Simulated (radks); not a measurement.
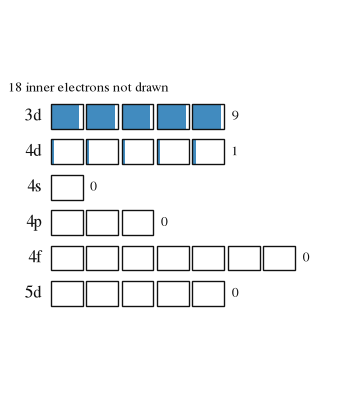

**Figure 1.** The outer shells as the input fills them: a box for each of the 2l + 1 orbitals, shaded by the share of the shell that is filled, with the electron count at the right.

**Zn²⁺: atomic calculation**

The zinc ion Zn²⁺ in the configuration [Ar] 3d9 4d1 (high spin). Computed at this level: scalar-relativistic Kohn-Sham, BLYP, spin-polarised, spherical densities, finite nucleus (the in-house radial solver radks).

The program's output:
```
1s      1   1.0000        -351.42282333
2s      1   1.0000         -43.85087420
2p      1   3.0000         -38.18608883
3s      1   1.0000          -6.00069980
3p      1   3.0000          -4.31286457
3d      1   5.0000          -1.58527302
4d      1   1.0000          -0.38717505
4s      1   0.0000          -1.06106985
4p      1   0.0000          -0.75406557
4f      1   0.0000          -0.19369936
5d      1   0.0000          -0.18160603
1s      2   1.0000        -351.42278225
2s      2   1.0000         -43.82494505
2p      2   3.0000         -38.16653249
3s      2   1.0000          -5.95274942
3p      2   3.0000          -4.26598566
3d      2   4.0000          -1.54102265
4d      2   0.0000          -0.35040517
4s      2   0.0000          -1.04416853
4p      2   0.0000          -0.73312094
4f      2   0.0000          -0.16549056
5d      2   0.0000          -0.16782986
Etot -1794.3367618128887
Ekin 1823.0538135544798
Encl -4290.033333824456
Eh 743.5479748681427
Exc -70.90521641105491
err 2.1884170762713887e-09
it 21
```

Orbitals:

| orbital | occupation | energy (eV) | ⟨r⟩ (bohr) | outer maximum (bohr) |
| --- | --- | --- | --- | --- |
| 1s up | 1 | −9562.7 | 0.05031 | 0.0329 |
| 1s down | 1 | −9562.7 | 0.05031 | 0.0329 |
| 2s up | 1 | −1193.2 | 0.2263 | 0.189 |
| 2s down | 1 | −1192.5 | 0.2262 | 0.189 |
| 2p up | 3 | −1039.1 | 0.1983 | 0.152 |
| 2p down | 3 | −1038.6 | 0.1982 | 0.152 |
| 3s up | 1 | −163.287 | 0.6774 | 0.587 |
| 3s down | 1 | −161.983 | 0.6781 | 0.587 |
| 3p up | 3 | −117.359 | 0.7060 | 0.590 |
| 3p down | 3 | −116.083 | 0.7073 | 0.591 |
| 3d up | 5 | −43.137 | 0.8224 | 0.558 |
| 3d down | 4 | −41.933 | 0.8292 | 0.559 |
| 4s up | 0 | −28.873 | 2.075 | 1.79 |
| 4s down | 0 | −28.413 | 2.063 | 1.80 |
| 4p up | 0 | −20.519 | 2.476 | 2.11 |
| 4p down | 0 | −19.949 | 2.433 | 2.11 |
| 4d up | 1 | −10.536 | 3.753 | 3.30 |
| 4f up | 0 | −5.271 | 5.950 | 5.15 |

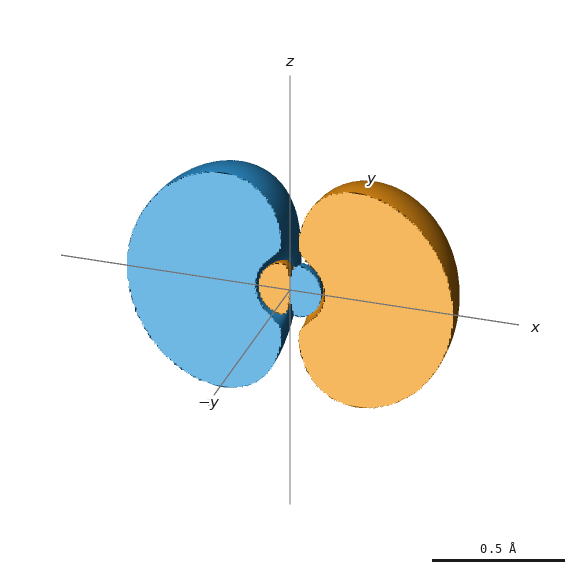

**Figure 2.** One occupied orbital of up spin is shown. The surface of constant |ψ| that holds about 90 % of the electron is drawn, orange where ψ is positive and blue where it is negative, with the half in front of the xz plane cut away and the cut face painted. The radial function comes from the spherical calculation and is multiplied by a real spherical harmonic; the overall sign is chosen so that the largest lobe of P(r) is positive; at the scalar-relativistic level it is the large component. It is 3p(x) of up spin. It has the nodal plane yz and 1 radial node, at r = 0.249 bohr. The outermost maximum of P² lies at 0.590 bohr, ⟨r⟩ = 0.706 bohr, 90 % of the charge lies within 1.09 bohr, and the eigenvalue is −117.4 eV, with 3 electrons in the shell for this spin.

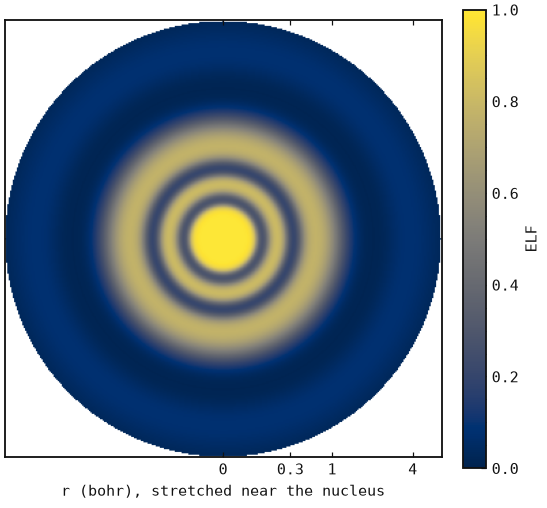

**Figure 3.** The electron localisation function as a disc about the nucleus, with the radius drawn as r to the power 0.4. Rings of low ELF, its minima, lie near r = 0.079, 0.34 and 2.3 bohr and part the shells. Its maxima away from the nucleus lie near 0.18 bohr (0.81), 0.68 bohr (0.77) and 3.9 bohr (0.08).

The input:
```
Z 30
configuration [Ar] 3d9 4d1 4s0 4p0 4f0 5d0
relativity scalar-relativistic
functional b88,lyp
spin polarised
nucleus finite rms 3.9283 fm
c 137.035999084
```

Energies in input and log are in hartree, lengths in bohr (the nuclear radius in fm).

The run was one of a batch that the task file lists, launched with:
```bash
python <driver script> task.json out
```

Results in brief:

- outcome: converged
- total energy: −1794.3368 hartree
- kinetic energy: 1823.0538 hartree
- electron–nucleus energy: −4290.0333 hartree
- Hartree energy: 743.547975 hartree
- exchange–correlation energy: −70.905216 hartree
- radius at density 0.001 e/bohr³: 4.34 bohr
- SCF iterations: 21
- hardware: 1 thread of Intel Xeon @ 2.90GHz, 163 GiB of memory available, shared host
